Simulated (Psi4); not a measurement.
**UM06-L/def2-TZVP run of SiH2OF (SMILES O[SiH]F)**

What is the energy change on altering one bond length of SiH2OF at UM06-L/def2-TZVP? 

The calculation is run with Psi4 1.11.

1 further run of the same task is left out (it didn't finish).

## (1) The molecule

SiH2OF has 5 atoms, charge 0, and is taken as a doublet. As SMILES, `O[SiH]F`. The shape is that of a PBE0-D4/def2-TZVP optimisation. This is one conformer, not always the lowest.

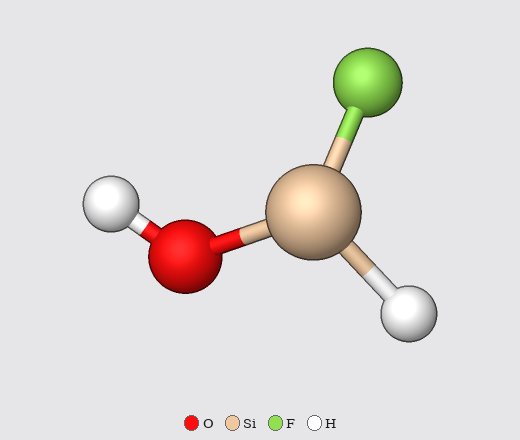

The structure, seen from a chosen angle (oxygen red, silicon light orange, fluorine green, hydrogen white).

## (2) A single-point energy at UM06-L/def2-TZVP

Input file job.inp:

```
memory 1.6 GB

molecule {
  0 2
  O     -0.615200    -0.884600    -0.276300
  Si     0.283900     0.245700     0.493100
  F      0.207000     1.646500    -0.283100
  H     -1.564500    -0.765100    -0.338000
  H      1.688800    -0.242600     0.404400
  units angstrom
  symmetry c1
  no_reorient
  no_com
}

set globals {
  basis def2-TZVP
  reference uks
  puream true
  e_convergence 1e-09
  d_convergence 1e-08
  scf_type pk
  dft_radial_points 99
  dft_spherical_points 590
  maxiter 200
}

e_tot, wfn = energy("m06-l", return_wfn=True)
oeprop(wfn, "LOWDIN_CHARGES", "MAYER_INDICES", "MULLIKEN_CHARGES")
print_variables()
```

The run is started by

```
$ psi4 -i job.inp -o job.out -n 1
```

job.out, cut to the lines that bear on the results:

```text
[...]
  Running in c1 symmetry.
[...]
  Nuclear repulsion =  110.136766909271230
[...]
  Multiplicity = 2
[...]
  Nalpha       = 17
  Nbeta        = 16
[...]
    Number of basis functions: 111
[...]
   @UKS iter   1:  -465.62530072652692   -2.72007e-01   7.78804e-03 ADIIS/DIIS
[...]
   @UKS iter  13:  -465.86858371953144   -2.67164e-12   4.91784e-09 DIIS
[...]
   @S^2 Observed:                7.523740671E-01
[...]
    Orbital Energies [Eh]
    ---------------------
    Alpha Occupied:
       1A    -65.872517     2A    -24.489633     3A    -18.990301
       4A     -5.282989     5A     -3.594126     6A     -3.593674
       7A     -3.591054     8A     -1.168679     9A     -1.005656
      10A     -0.547115    11A     -0.472564    12A     -0.410346
      13A     -0.399872    14A     -0.375921    15A     -0.350574
      16A     -0.322367    17A     -0.191386
    Alpha Virtual:
      18A      0.010217    19A      0.022381    20A      0.071412
      21A      0.100389    22A      0.181395    23A      0.196046
      24A      0.220807    25A      0.235690    26A      0.240275
[...]
  @UKS Final Energy:  -465.86858371953144
   => Energetics <=
    Nuclear Repulsion Energy =            110.1367669092712305
    One-Electron Energy =                -864.9767440583650568
    Two-Electron Energy =                 329.7888355409915562
    DFT Exchange-Correlation Energy =     -40.8174421114292372
    Empirical Dispersion Energy =           0.0000000000000000
    VV10 Nonlocal Energy =                  0.0000000000000000
    Total Energy =                       -465.8685837195314434
[...]
 Multipole Moments:
 ------------------------------------------------------------------------------------
     Multipole            Electronic (a.u.)      Nuclear  (a.u.)        Total (a.u.)
 ------------------------------------------------------------------------------------
 L = 1.  Multiply by 2.5417464519 to convert [e a0] to [Debye]
 Dipole X            :         -2.4656020            1.9658821           -0.4997200
 Dipole Y            :        -19.4372777           19.2256957           -0.2115820
 Dipole Z            :         -3.9744223            4.1791293            0.2047070
 Magnitude           :                                                    0.5799930
[...]
  Mulliken Charges: (a.u.)
   Center  Symbol    Alpha    Beta     Spin     Total
       1     O     4.31671  4.23965  0.07705 -0.55636
       2    SI     7.08621  6.27587  0.81035  0.63792
       3     F     4.69061  4.65220  0.03841 -0.34280
       4     H     0.32871  0.33356 -0.00485  0.33772
       5     H     0.57776  0.49871  0.07904 -0.07647
   Total alpha = 17.00000, Total beta = 16.00000, Total charge = -0.00000
  Lowdin Charges: (a.u.)
   Center  Symbol    Alpha    Beta     Spin     Total
       1     O     4.10517  4.02056  0.08460 -0.12573
[...]
```

Run time: 51 s. Hardware: 1 thread of Intel Xeon Platinum 8488C (Sapphire Rapids), shared host; peak memory 0.63 GiB.

## (3) The distorted shape: energy and forces at UM06-L/def2-TZVP

Input file input.dat:

```
memory 1600 MB

molecule {
  0 2
  O
  Si 1 1.63644
  F 2 3.5273 1 110.45623
  H 1 0.958779 2 119.21977 3 -64.0248
  H 2 1.489983 1 105.2898 4 -179.93331
  symmetry c1
  no_reorient
  no_com
}

set globals {
  reference uks
  puream true
  e_convergence 1e-09
  d_convergence 1e-08
  scf_type pk
  dft_radial_points 99
  dft_spherical_points 590
  maxiter 200
}

result, w = gradient('m06-l/def2-TZVP', return_wfn=True)
oeprop(w, 'MULLIKEN_CHARGES', 'WIBERG_LOWDIN_INDICES', 'DIPOLE')
```

The run is started by

```
$ psi4 -i input.dat -o output.dat -n 1
```

output.dat, cut to the lines that bear on the results:

```text
[...]
  Running in c1 symmetry.
[...]
  Nuclear repulsion =   80.527536577885442
[...]
  Multiplicity = 2
[...]
  Nalpha       = 17
  Nbeta        = 16
[...]
    Number of basis functions: 111
[...]
   @UKS iter   1:  -465.25402575056677   -2.85948e-01   9.17919e-03 DIIS/ADIIS
[...]
   @UKS iter  71:  -465.69939990355738   -1.02887e-11   8.93309e-09 DIIS
[...]
   @S^2 Observed:                7.773100541E-01
[...]
  @UKS Final Energy:  -465.69939990355738
   => Energetics <=
    Nuclear Repulsion Energy =             80.5275365778854422
    One-Electron Energy =                -805.7665654087909388
    Two-Electron Energy =                 300.1621506879193930
    DFT Exchange-Correlation Energy =     -40.6225217605713453
    Empirical Dispersion Energy =           0.0000000000000000
    VV10 Nonlocal Energy =                  0.0000000000000000
    Total Energy =                       -465.6993999035573779
[...]
  -Total Gradient:
     Atom            X                  Y                   Z
    ------   -----------------  -----------------  -----------------
       1        0.009742433661    -0.005873928685    -0.006294228094
       2       -0.013964190902     0.017818132047    -0.003405453760
       3       -0.000272244291    -0.010806993499     0.004237233389
       4       -0.002111168898     0.002106832932    -0.001118982286
       5        0.006604017001    -0.003269866950     0.006479495362
[...]
 Multipole Moments:
 ------------------------------------------------------------------------------------
     Multipole            Electronic (a.u.)      Nuclear  (a.u.)        Total (a.u.)
 ------------------------------------------------------------------------------------
 L = 1.  Multiply by 2.5417464519 to convert [e a0] to [Debye]
 Dipole X            :          0.8287611           -0.4987084            0.3300526
 Dipole Y            :         -2.4113034            4.2846842            1.8733807
 Dipole Z            :          1.5958509           -2.7092936           -1.1134428
 Magnitude           :                                                    2.2041427
[...]
```

It took 3.3 min on 1 thread of Intel Xeon Platinum 8488C (Sapphire Rapids), shared host; peak memory 0.63 GiB.

## (4) Outcome

Level: UM06-L/def2-TZVP.

| quantity | value |
| --- | --- |
| first shape: total energy | -465.86858 Eh |
| first shape: dipole moment | 1.47 D |
| first shape: HOMO energy (highest over α and β) | -5.21 eV |
| first shape: LUMO energy (lowest over α and β) | -3.16 eV |
| first shape: ⟨S²⟩ | 0.752 |
| distorted shape: total energy | -465.69940 Eh |
| distorted shape: dipole moment | 5.60 D |
| distorted shape: HOMO energy (highest over α and β) | -6.39 eV |
| distorted shape: LUMO energy (lowest over α and β) | -5.76 eV |
| distorted shape: ⟨S²⟩ | 0.777 |
| distorted shape: largest force on an atom | 1.177 eV/Å |
| energy change with the Si2–F3 bond stretched from 1.603 to 3.527 Å | 4.604 eV |

**Reading.** With the Si2–F3 bond stretched from 1.603 to 3.527 Å the energy rises by 4.60 eV (444 kJ/mol). The first shape isn't relaxed at this level, so the change isn't measured from a minimum. Mulliken charges (first shape) run from -0.56 on O1 to +0.64 on Si2; they depend strongly on the basis. Mulliken charges (distorted shape) run from -0.50 on O1 to +0.51 on Si2.
